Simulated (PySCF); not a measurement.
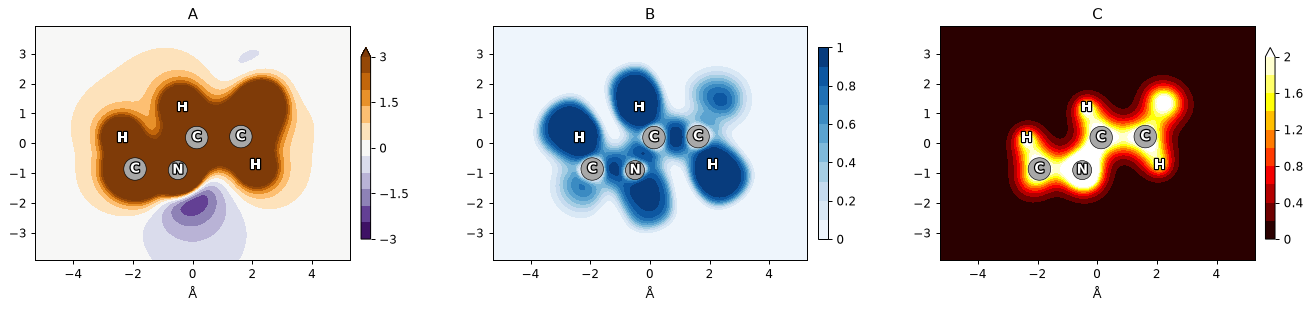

C4H7NO: 3 fields on the plane of atoms N2, C3 and C4, with unlabelled colour scales. Grey discs cover the atomic cores.

Geometry: PBE0-D3(BJ)/def2-SVP.

All numbers below come from PySCF, DFT single point, gas phase, functional wB97X.

```yaml
atoms:
  - { symbol: C, position_ang: [2.4158, 0.3479, -0.1819] }
  - { symbol: N, position_ang: [1.0515, 0.6276, -0.5233] }
  - { symbol: C, position_ang: [0.1505, -0.1606, -0.1193] }
  - { symbol: C, position_ang: [-1.2771, 0.0782, -0.4224] }
  - { symbol: C, position_ang: [-2.3095, -0.2289, 0.5787] }
  - { symbol: O, position_ang: [-2.0868, -1.0801, -0.5127] }
  - { symbol: H, position_ang: [2.8358, 1.1987, 0.3788] }
  - { symbol: H, position_ang: [2.5543, -0.5743, 0.4173] }
  - { symbol: H, position_ang: [3.0138, 0.2632, -1.1038] }
  - { symbol: H, position_ang: [0.3611, -1.0723, 0.4809] }
  - { symbol: H, position_ang: [-1.4684, 0.8635, -1.1642] }
  - { symbol: H, position_ang: [-3.2457, 0.3440, 0.5654] }
  - { symbol: H, position_ang: [-2.0114, -0.6172, 1.5619] }
```

The panels show electron density, electron localisation function and electrostatic potential in some order. Assign them.

Answer. Panel A: electrostatic potential (strongly positive close to the atoms, with negative regions outside electron-rich atoms). Panel B: electron localisation function. Panel C: electron density. From the grid: C–N (1.26 Å): the density is about 2.9 e/Å³ at the midpoint; the ELF peaks at about 0.90 between the atoms: a multiple bond. C–C (1.48 Å): ρ is about 1.9 e/Å³ halfway; the ELF peaks at about 0.95 between the atoms: a shared electron pair.
